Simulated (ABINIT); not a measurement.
# A GW chain in ABINIT: SnO2 (Cassiterite)

How does a plane-wave GW calculation on SnO2 (Cassiterite) run from the first input to the gap?

Method: PBE and many-body steps on it, plane waves, in ABINIT 10.8.3.

**The experiments to reproduce.**

- Gap 3.6 eV: experimental gap quoted from earlier work; bulk crystal (quoted in “Study on the Photocatalytic Properties of Flower-Shaped SnO2”, 2022, pmc:9565917).

This is a report of a sequence of runs, with most program output left out.

## Step 1: The starting structure

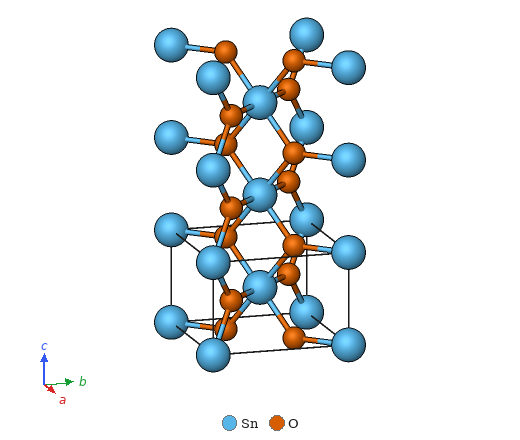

Start, viewed slightly off an axis; tin blue, oxygen orange. 1×1×3 cells are drawn. Some periodic images of atoms are drawn too.

The cell and positions come from the Crystallography Open Database and are kept as given unless a step says otherwise.

## Step 2: Ground state

This step: ABINIT 10.8.3; DFT, PBE, plane waves, norm-conserving pseudopotentials.

The ground-state density comes first.

The input, run.abi:

```
acell 3*1.0 Angstrom
rprim 
  4.738000000000 0.000000000000 0.000000000000
  0.000000000000 4.738000000000 0.000000000000
  0.000000000000 0.000000000000 3.186500000000
ntypat 2
znucl 50 8
natom 6
typat 1 1 2 2 2 2
xred 
  0.000000000000 0.000000000000 0.000000000000
  0.500000000000 0.500000000000 0.500000000000
  0.307100000000 0.307100000000 0.000000000000
  0.192900000000 0.807100000000 0.500000000000
  0.692900000000 0.692900000000 0.000000000000
  0.807100000000 0.192900000000 0.500000000000
pp_dirpath "pseudos"
pseudos "Sn.upf, O.upf"
ecut 42
ngkpt 4 4 6
nshiftk 1
shiftk 0 0 0
kptopt 1
chksymbreak 0
nband 41
occopt 1
tolvrs 1e-10
nstep 60
prtwf 0
optforces 0
optstress 0
indata_prefix "in"
outdata_prefix "out"
tmpdata_prefix "tmp"
```

Run with:

```sh
$ OMP_NUM_THREADS=1 mpirun -n 4 abinit run.abi > log
```

Run time: 70 s. Hardware: 4 MPI ranks of Arm Neoverse V1, shared host; peak memory 0.44 GiB; 4.7 min of CPU time.

This step gave:

* total energy: -13864.0888 eV
* gap: 1.284 eV
* k of the valence top: 0, 0, 0
* k of the conduction bottom: 0, 0, 0
* least direct gap: 1.284 eV

The gap is direct, at Γ.

## Step 3: Empty states on the mesh, 4×4×4 mesh, 89 bands

The sums over transitions need many empty states on a uniform mesh; this step solves for them.

run.abi: that of step 2 with these lines changed.

```diff
@@ -19,3 +19,3 @@
 ecut 42
-ngkpt 4 4 6
+ngkpt 4 4 4
 nshiftk 1
@@ -24,9 +24,10 @@
 chksymbreak 0
-nband 41
-occopt 1
-tolvrs 1e-10
+iscf -2
+irdden 1
+istwfk *1
+nband 89
+nbdbuf 8
+tolwfr 1e-09
 nstep 60
-prtwf 0
-optforces 0
-optstress 0
+prtvol 0
 indata_prefix "in"
```

Wall time 68 s (4 MPI ranks); peak memory 0.44 GiB; 4.6 min of CPU time.

This step gave:

```yaml
gap: 1.284 eV
k_of_the_valence_top: 0, 0, 0
k_of_the_conduction_bottom: 0, 0, 0
least_direct_gap: 1.284 eV
k_points_computed: 18
lowest_point_of_the_top_converged_band_above_the_valence_top: 36.96 eV
```

On this mesh the gap is 1.284 eV.

## Step 4: Screening, 4×4×4 mesh, 81 bands, screening to 106.1 eV

The RPA dielectric matrix is built and inverted for each q.

This step: RPA screening on PBE, plane waves, norm-conserving pseudopotentials.

run.abi: that of step 3 with these lines changed.

```diff
@@ -24,10 +24,11 @@
 chksymbreak 0
-iscf -2
-irdden 1
 istwfk *1
-nband 89
-nbdbuf 8
-tolwfr 1e-09
-nstep 60
-prtvol 0
+occopt 1
+irdwfk 1
+optdriver 3
+nband 81
+ecuteps 3.9
+inclvkb 2
+awtr 1
+symchi 1
 indata_prefix "in"
```

Run time: 2.7 min. Hardware: 4 MPI ranks; peak memory 2.3 GiB.

This step gave:

- ε∞ with local fields, on this mesh, along the program's q direction: 4.545
- the same without local fields: 4.746
- plasma frequency: 36.20 eV
- plane waves in the screening matrix: 177

Local fields lower ε∞ by 4 %. On a Γ-centred mesh this coarse the value itself is usually too large, while a short band sum pulls it down.

## Step 5: Self-energy, 4×4×4 mesh, 81 bands, screening to 106.1 eV

The self-energy is evaluated for the states that the input lists, and the levels follow from it, in one-shot runs by the linearised quasiparticle equation.

This step: G0W0 on PBE, plane waves, norm-conserving pseudopotentials.

run.abi: that of step 4 with these lines changed.

```diff
@@ -27,8 +27,15 @@
 irdwfk 1
-optdriver 3
+optdriver 4
 nband 81
+gwcalctyp 0
+ecutsigx 42
+symsigma 1
+nkptgw 1
+kptgw 
+  0.0000000000 0.0000000000 0.0000000000
+bdgw 
+  32 36
 ecuteps 3.9
-inclvkb 2
-awtr 1
-symchi 1
+irdscr 1
+ppmodel 1
 indata_prefix "in"
```

Wall time 7.6 s (4 MPI ranks); peak memory 1.7 GiB.

Numbers from this step:

| Quantity | Value |
| --- | --- |
| G0W0 gap on the points computed | 2.79 eV |
| starting gap on the mesh | 1.284 eV |
| k of the valence top | 0, 0, 0 |
| k of the conduction bottom | 0, 0, 0 |
| Z at the valence top | 0.79 |
| Z at the conduction bottom | 0.846 |
| least direct G0W0 gap on the computed points | 2.79 eV |

The gap on the mesh goes from 1.28 eV to 2.79 eV, a correction of +1.51 eV.

Limits: finite bands, cutoff and mesh; no spin-orbit coupling; coarse k mesh. v1 is the top filled band, c1 the lowest empty one. The levels before and after the correction (eV, zero at the valence-band top of each column):

```tsv
	conduction bottom	valence top
Kohn-Sham	1.28	0.00
G0W0	2.79	0.00
```

```tsv
	level	energy (eV)
Kohn-Sham	Γ v3-v2	-0.764
Kohn-Sham	Γ v1	0.000
Kohn-Sham	Γ c1	1.284
Kohn-Sham	Γ c2	6.143
G0W0	Γ v3-v2	-0.756
G0W0	Γ v1	0.000
G0W0	Γ c1	2.790
G0W0	Γ c2	8.292
```

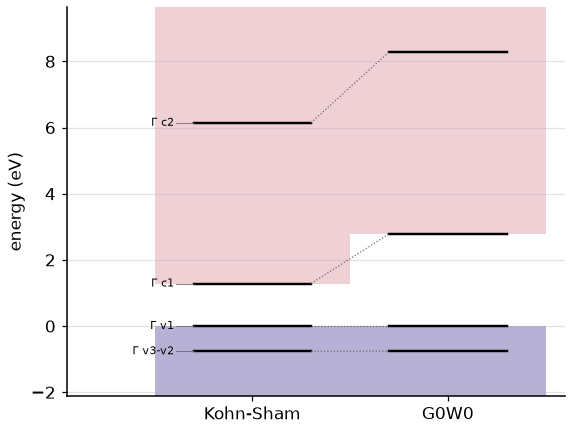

Levels before and after the correction. Shaded: valence and conduction bands.

## Step 6: Where the time went

Times are wall times on 4 MPI ranks of Arm Neoverse V1, shared host, good to a factor of about two.

```tsv
step	time	share	memory (GiB)
ground state	70 s	23 %	0.44
empty states on the mesh	68 s	22 %	0.44
screening	2.7 min	53 %	2.3
self-energy	7.6 s	2 %	1.7
```

## Step 7: Summary of results

- PBE gap: 1.28 eV, direct
- G0W0 gap on the mesh: 2.79 eV
- GW settings: 4×4×4 mesh, 81 bands, screening to 106.1 eV, Godby-Needs plasmon pole
- known limits: not at the basis limit; no spin-orbit coupling; coarse k mesh

In words: G0W0 moves the gap on the mesh from 1.28 eV to 2.79 eV (+1.51 eV), with Z of 0.79 and 0.85 at the edges. Local fields lower the RPA ε∞ on this mesh from 4.75 to 4.54; a Γ-centred mesh this coarse tends to raise both, most where the direct gap is narrow, while a short band sum lowers them. Only 1 of the mesh's irreducible points was corrected, so a valley elsewhere could overtake. The dearest step here is «screening». Against experiment, by G0W0@PBE: the gap of 2.79 eV lies −0.81 eV from the measured 3.6 eV (kind not stated, quoted 2022). The calculation has static nuclei and no excitons; a measured gap holds zero-point and thermal motion, which mostly lowers it. Against the values above the computed gap that would widen the miss. A likelier cause is too strong a screening: the start's gap is only 1.28 eV, the mesh is coarse, and one shot does not repair that. Bands and cutoff are finite, so the gap is not at the basis limit. The miss can reach some tenths of an eV and take either sign; the mesh is an error of its own. In the G0W0 run levels were corrected at 1 k point alone, so a gap called «on the mesh» is the least over those, and an edge elsewhere would be missed. The 4×4×4 mesh is coarse for this cell, which bears on the long-range parts of exchange and screening. The many-body steps are scalar-relativistic: spin-orbit coupling is not in them.

[Paths, hosts, dates, memory and timing lines, banners, echoed tables and standing remarks are left out of the program output.]

[Logs are printed without paths, hosts, clocks, repeated set-up lines and the standing remarks that a program may print on its own settings, such as how far it seeks lower states.]

[Runs of the session that timed out or met a known fault of the program may be left out.]

[No measured gap is set beside runs whose start may be inverted or whose files or cutoffs have a known fault.]

[Hosts, paths, dates, database ids (printed as entryN), source tags and the programs' standing remarks are cut or masked in the printed files.]

[G0W0 gaps are taken among the corrected bands and points alone; a level outside them can change the order at an edge.]

[Where Ansatz stands beside ABINIT at settings called matched, ABINIT's density can come from a denser mesh and the files from another edition; pairs whose starting gaps differed by over 0.03 eV were left out, so agreement reads better than it is.]
